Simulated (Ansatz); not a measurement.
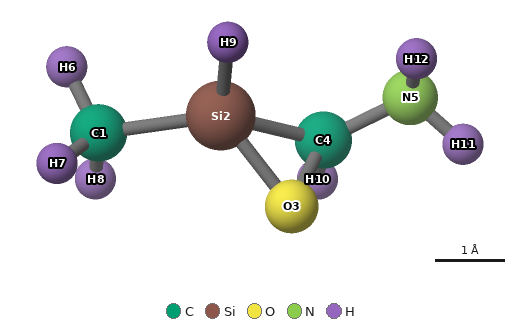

*The starting structure (ball-and-stick view, seen at a tilt; atoms are numbered from 1 in the order of the input).*

Bond lengths as drawn: C–H 1.10 Å, C–N 1.42 Å, C–O 1.60 Å, C–Si 1.85 to 1.89 Å, H–N 1.02 to 1.03 Å, H–Si 1.50 Å and O–Si 1.69 Å.

# Nudged elastic band of C2H7NOSi (part 1 of 2)

System: C2H7NOSi.
Method: RKS BLYP/6-31G* (Ansatz 0.2.0).

It belongs to a series of runs on one base structure; here: band between the two ends. Figures and captions count atoms from 1; the log counts them from 0 in places.

## The program's output
```
Engine: ansatz 0.2.0, aarch64-unknown-linux-gnu
Functional definition: BLYP
  parameter beta = 0.0042
  parameter a = 0.04918
  parameter b = 0.132
  parameter c = 0.2533
  parameter d = 0.349
  exchange = b88_x(beta = beta)
  correlation = lyp_c(a = a, b = b, c = c, d = d)
1163 factors; their error is unknown
mean field evaluation 1: about -13584.6414 eV, gradient 8.4e1 eV
mean field evaluation 2: about -13530.3204 eV, gradient 1.7e2 eV
mean field evaluation 4: about -13599.3110 eV, gradient 1.3e1 eV
mean field evaluation 8: about -13599.6599 eV, gradient 2.5e-1 eV
mean field evaluation 16: about -13599.5713 eV, gradient 4.5e-4 eV
mean field -13599.57132229 eV, -499.7750279737 hartree, gradient 2.8e-5 eV, S^2 0.000000; 0 other end points of the search recorded, 0 dependent functions left out
the calculation of the forces begins
reference -13599.57162390 eV, -499.7750390577 hartree; 24, 24 occupied and 69, 69 virtual orbitals, 1163 factors
1163 factors; their error is unknown
mean field evaluation 32: about -13598.9298 eV, gradient 1.4e-3 eV
mean field -13598.92979897 eV, -499.7514524266 hartree, gradient 1.2e-5 eV, S^2 0.000000; 0 other end points of the search recorded, 0 dependent functions left out
[... from here on the field's lines of each further geometry are left out, up to the last ...]
NEB iter   1: max|band force component| = 9.481e0 eV/Å  barrier→ = 4.5052 eV  barrier← = 3.8637 eV  Δτ_max = 0.2000 Å  (323 SCF iters)
NEB iter   2: max|band force component| = 6.575e0 eV/Å  barrier→ = 3.3065 eV  barrier← = 2.6650 eV  Δτ_max = 0.2000 Å  (310 SCF iters)
NEB iter   3: max|band force component| = 4.534e0 eV/Å  barrier→ = 2.2617 eV  barrier← = 1.6202 eV  Δτ_max = 0.1964 Å  (302 SCF iters)
NEB iter   4: max|band force component| = 3.463e0 eV/Å  barrier→ = 1.5769 eV  barrier← = 0.9354 eV  Δτ_max = 0.1954 Å  (282 SCF iters)
NEB iter   5: max|band force component| = 2.692e0 eV/Å  barrier→ = 1.4622 eV  barrier← = 0.8207 eV  Δτ_max = 0.1913 Å  (290 SCF iters)
NEB iter   6: max|band force component| = 1.995e0 eV/Å  barrier→ = 1.4070 eV  barrier← = 0.7654 eV  Δτ_max = 0.1980 Å  (286 SCF iters)
NEB iter   7: max|band force component| = 1.329e0 eV/Å  barrier→ = 1.3524 eV  barrier← = 0.7109 eV  Δτ_max = 0.2000 Å  (294 SCF iters)
NEB iter   8: max|band force component| = 1.257e0 eV/Å  barrier→ = 1.3199 eV  barrier← = 0.6784 eV  Δτ_max = 0.1232 Å  (292 SCF iters)
NEB iter   9: max|band force component| = 8.662e-1 eV/Å  barrier→ = 1.3015 eV  barrier← = 0.6600 eV  CI = image 6  Δτ_max = 0.2000 Å  (291 SCF iters)
NEB iter  10: max|band force component| = 6.998e-1 eV/Å  barrier→ = 1.4066 eV  barrier← = 0.7651 eV  CI = image 6  Δτ_max = 0.1979 Å  (306 SCF iters)
NEB iter  11: max|band force component| = 1.129e0 eV/Å  barrier→ = 1.3897 eV  barrier← = 0.7482 eV  CI = image 6  Δτ_max = 0.1009 Å  (293 SCF iters)
NEB iter  12: max|band force component| = 1.989e-1 eV/Å  barrier→ = 1.3883 eV  barrier← = 0.7468 eV  CI = image 6  Δτ_max = 0.0527 Å  (282 SCF iters)
NEB iter  13: max|band force component| = 6.615e-2 eV/Å  barrier→ = 1.3878 eV  barrier← = 0.7463 eV  CI = image 6  Δτ_max = 0.0113 Å  (295 SCF iters)
the calculation of the forces begins
reference -13598.91292274 eV, -499.7508322364 hartree; 24, 24 occupied and 69, 69 virtual orbitals, 1163 factors
1163 factors; their error is unknown
mean field evaluation 1248: about -13598.2663 eV, gradient 6.7e-1 eV
mean field -13598.18363443 eV, -499.7240313855 hartree, gradient 2.6e-5 eV, S^2 0.000000; 1 other end points of the search recorded, 0 dependent functions left out
the calculation of the forces begins
reference -13598.18393793 eV, -499.7240425389 hartree; 24, 24 occupied and 69, 69 virtual orbitals, 1163 factors
NEB iter  14: max|band force component| = 3.080e-2 eV/Å  barrier→ = 1.3877 eV  barrier← = 0.7462 eV  CI = image 6  Δτ_max = 0.0000 Å  (584 SCF iters)
```

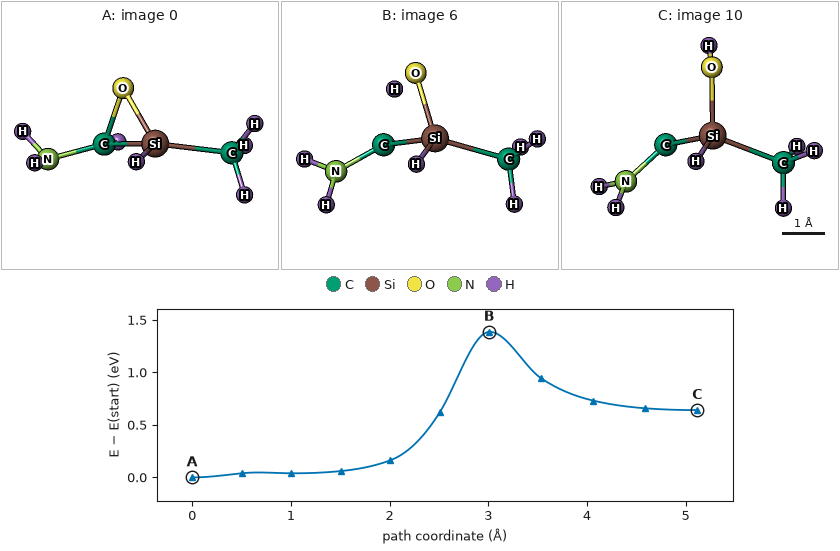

*Images of the last band (counted from 0; ball-and-stick, seen at a tilt) above the energy along the path; the line is a cubic interpolation that uses the forces.*

The highest image is number 6, 1.388 eV above the start and 0.746 eV above the end (the climbing image); the end lies 0.642 eV above the start. The path is 5.12 Å long. The band converged in 14 iterations.

```
Total energy: -13598.18393793 eV, -499.7240425389 hartree
Atom 0 at    -1.365707     1.015464     1.179268 Å, force    -0.001279    -0.000874     0.003777 eV/Å
Atom 1 at     0.210417     0.077245     0.722780 Å, force     0.004806    -0.001775    -0.006598 eV/Å
Atom 2 at     0.342659    -1.543878     1.098345 Å, force     0.010842    -0.000962     0.014075 eV/Å
Atom 3 at     0.253978    -0.724834    -1.019468 Å, force    -0.004641    -0.004177     0.010622 eV/Å
Atom 4 at     1.154569    -0.581002    -1.974101 Å, force     0.004138     0.004628     0.007159 eV/Å
Atom 5 at    -1.345343     2.049098     0.790450 Å, force    -0.000184     0.000189    -0.002152 eV/Å
Atom 6 at    -1.481022     1.073274     2.275854 Å, force    -0.000800     0.000614    -0.002394 eV/Å
Atom 7 at    -2.256072     0.506862     0.774264 Å, force    -0.000071    -0.000255    -0.001672 eV/Å
Atom 8 at     1.417968     0.909131     1.066274 Å, force    -0.001888    -0.001175    -0.000571 eV/Å
Atom 9 at     0.059962    -1.761380    -0.121901 Å, force    -0.006017     0.007658    -0.024757 eV/Å
Atom 10 at     1.328087    -1.321806    -2.664947 Å, force    -0.004096     0.000140     0.004260 eV/Å
Atom 11 at     1.757606     0.246625    -2.092919 Å, force    -0.000810    -0.004010    -0.001748 eV/Å
Dipole moment:     0.232588     0.436435    -0.840033 e Å
this run last wrote the band of iteration 14 to [file]
```

## The last band as extended XYZ (Å, eV, eV/Å)
```
12
Properties=species:S:1:pos:R:3:forces:R:3 image=0 energy=-13599.57132
C    -1.3855    0.9559    1.4049    0.0001  -0.0043  -0.0018
Si    0.1869    0.4033    0.5211    0.0024   0.0001   0.0052
O     0.6505   -1.2212    0.5490   -0.0100  -0.0012  -0.0069
C     0.2461   -0.7450   -0.9220    0.0005  -0.0054  -0.0010
N     1.2443   -0.7882   -1.9256    0.0092   0.0059   0.0043
H    -1.6632    1.9812    1.1050   -0.0001   0.0032  -0.0048
H    -1.2404    0.9559    2.4996    0.0012  -0.0016  -0.0012
H    -2.2257    0.2826    1.1722    0.0007  -0.0028   0.0003
H     1.2825    1.4195    0.6569    0.0001   0.0020  -0.0025
H    -0.6426   -1.3189   -1.2138    0.0032   0.0023   0.0126
H     1.5531   -1.7492   -2.1243   -0.0079   0.0049  -0.0004
H     2.0711   -0.2311   -1.6891    0.0006  -0.0032  -0.0037
12
Properties=species:S:1:pos:R:3:forces:R:3 image=1 energy=-13599.53185
C    -1.3720    0.9490    1.3712   -0.0073  -0.0012   0.0013
Si    0.2281    0.2763    0.6322   -0.0064   0.0362   0.0094
O     0.6752   -1.3170    0.7203    0.0022   0.0093  -0.0807
C     0.2324   -0.7206   -0.9183    0.0177  -0.0247   0.0014
N     1.2117   -0.7221   -1.8937   -0.0013  -0.0083  -0.0212
H    -1.6211    1.9111    0.8882   -0.0175   0.0047   0.0214
H    -1.2823    1.1333    2.4555    0.0083  -0.0086   0.0092
H    -2.2084    0.2502    1.2092   -0.0032  -0.0012   0.0099
H     1.3105    1.3188    0.7283   -0.0019   0.0140   0.0027
H    -0.6062   -1.3816   -1.1544   -0.0198   0.0222  -0.0016
H     1.4882   -1.6303   -2.2786    0.0212  -0.0279   0.0381
H     2.0210   -0.1223   -1.7260    0.0081  -0.0144   0.0101
12
Properties=species:S:1:pos:R:3:forces:R:3 image=2 energy=-13599.53197
C    -1.3564    0.9380    1.3268   -0.0029  -0.0067  -0.0071
Si    0.2624    0.1648    0.7242   -0.0034   0.0069   0.0152
O     0.6960   -1.3454    1.0891    0.0041  -0.0135  -0.0079
C     0.2019   -0.6696   -0.9683    0.0010   0.0210   0.0082
N     1.1988   -0.6903   -1.8675    0.0140  -0.0306   0.0043
H    -1.5675    1.8875    0.8032   -0.0020   0.0014  -0.0029
H    -1.2995    1.1592    2.4075    0.0055   0.0008  -0.0032
H    -2.2072    0.2534    1.1735   -0.0047   0.0033   0.0016
H     1.3116    1.2579    0.6797    0.0048   0.0000  -0.0104
H    -0.5456   -1.4528   -1.1336    0.0002  -0.0012   0.0024
H     1.4036   -1.5196   -2.4317    0.0000   0.0129  -0.0083
H     1.9791   -0.0384   -1.7690   -0.0166   0.0057   0.0081
12
Properties=species:S:1:pos:R:3:forces:R:3 image=3 energy=-13599.51087
C    -1.3427    0.9480    1.2774   -0.0072   0.0130   0.0121
Si    0.2851    0.1090    0.7925    0.0108  -0.0014  -0.0230
O     0.7226   -1.3618    1.2695    0.0147   0.0090  -0.0070
C     0.2177   -0.7335   -0.9102   -0.0130   0.0210  -0.0058
N     1.1502   -0.6632   -1.8643   -0.0178  -0.0127   0.0173
H    -1.4325    1.9343    0.7861   -0.0085  -0.0165   0.0023
H    -1.3915    1.1153    2.3677    0.0051  -0.0005   0.0113
H    -2.2168    0.3372    0.9955    0.0030  -0.0194   0.0219
H     1.3412    1.1947    0.6977   -0.0084   0.0223  -0.0290
H    -0.4365   -1.6071   -1.0040   -0.0382   0.0184  -0.0442
H     1.3534   -1.4299   -2.5107    0.0182  -0.0174   0.0055
H     1.8267    0.1017   -1.8632    0.0413  -0.0157   0.0386
12
Properties=species:S:1:pos:R:3:forces:R:3 image=4 energy=-13599.40847
C    -1.3455    0.9773    1.2297    0.0037  -0.0180   0.0133
Si    0.2800    0.0765    0.8413    0.0335  -0.0138   0.0370
O     0.6465   -1.4001    1.3554    0.1073   0.0512   0.0604
C     0.2778   -0.7688   -0.8756   -0.0160  -0.0115   0.0324
N     1.1207   -0.6428   -1.9026    0.0063  -0.0104   0.0599
H    -1.3622    1.9859    0.7770    0.0123  -0.0307  -0.0053
H    -1.4593    1.1037    2.3209   -0.0049   0.0062   0.0126
H    -2.2255    0.4194    0.8677    0.0061  -0.0248   0.0207
H     1.3786    1.1194    0.8406   -0.0237   0.0732  -0.1036
H    -0.2307   -1.7365   -0.8281   -0.1815   0.0215  -0.2698
H     1.3270   -1.3986   -2.5626    0.0187  -0.0152   0.0551
H     1.6698    0.2094   -2.0300    0.0382  -0.0277   0.0871
12
Properties=species:S:1:pos:R:3:forces:R:3 image=5 energy=-13598.95042
C    -1.3609    1.0043    1.1977    0.0065  -0.0010   0.0197
Si    0.2439    0.0752    0.8118    0.0615  -0.0677   0.3136
O     0.4884   -1.4579    1.2704    0.2660   0.1782   0.4861
C     0.3023   -0.7557   -0.9098    0.1834  -0.0415   0.3355
N     1.1179   -0.6247   -1.9571   -0.0189  -0.1269   0.1017
H    -1.3715    2.0270    0.7802    0.0212  -0.0093  -0.0114
H    -1.4658    1.0900    2.2939   -0.0385   0.0312   0.0116
H    -2.2451    0.4626    0.8217    0.0127  -0.0084   0.0087
H     1.4104    1.0172    0.9764   -0.0264   0.1697  -0.1238
H    -0.0030   -1.7546   -0.5026   -0.3420   0.0182  -1.3405
H     1.3170   -1.3778   -2.6230    0.0617  -0.1172   0.1567
H     1.6433    0.2393   -2.1256   -0.1872  -0.0254   0.0422
12
Properties=species:S:1:pos:R:3:forces:R:3 image=6 energy=-13598.18363
C    -1.3657    1.0155    1.1793   -0.0013  -0.0009   0.0038
Si    0.2104    0.0772    0.7228    0.0048  -0.0018  -0.0066
O     0.3427   -1.5439    1.0983    0.0108  -0.0010   0.0141
C     0.2540   -0.7248   -1.0195   -0.0046  -0.0042   0.0106
N     1.1546   -0.5810   -1.9741    0.0041   0.0046   0.0072
H    -1.3453    2.0491    0.7904   -0.0002   0.0002  -0.0022
H    -1.4810    1.0733    2.2759   -0.0008   0.0006  -0.0024
H    -2.2561    0.5069    0.7743   -0.0001  -0.0003  -0.0017
H     1.4180    0.9091    1.0663   -0.0019  -0.0012  -0.0006
H     0.0600   -1.7614   -0.1219   -0.0060   0.0077  -0.0248
H     1.3281   -1.3218   -2.6649   -0.0041   0.0001   0.0043
H     1.7576    0.2466   -2.0929   -0.0008  -0.0040  -0.0017
12
Properties=species:S:1:pos:R:3:forces:R:3 image=7 energy=-13598.62763
C    -1.3575    1.0185    1.1380    0.0099  -0.0128  -0.0406
Si    0.1999    0.0773    0.6143   -0.0058   0.0157  -0.1456
O     0.2919   -1.5428    1.1245   -0.0121   0.0192   0.0483
C     0.1955   -0.6465   -1.1421   -0.0778   0.0907  -0.1466
N     1.1713   -0.5118   -2.0081    0.0133   0.0917  -0.0527
H    -1.3275    2.0637    0.7822   -0.0082   0.0014  -0.0150
H    -1.4546    1.0481    2.2383    0.0461  -0.0353  -0.0376
H    -2.2640    0.5391    0.7342   -0.0085   0.0033  -0.0223
H     1.4154    0.8303    1.0999   -0.0062  -0.0584   0.0112
H     0.0132   -1.9531    0.2429   -0.0259  -0.2430   0.4780
H     1.2891   -1.2001   -2.7669   -0.0689   0.1490  -0.1339
H     1.9045    0.2220   -2.0231    0.1442  -0.0214   0.0569
```
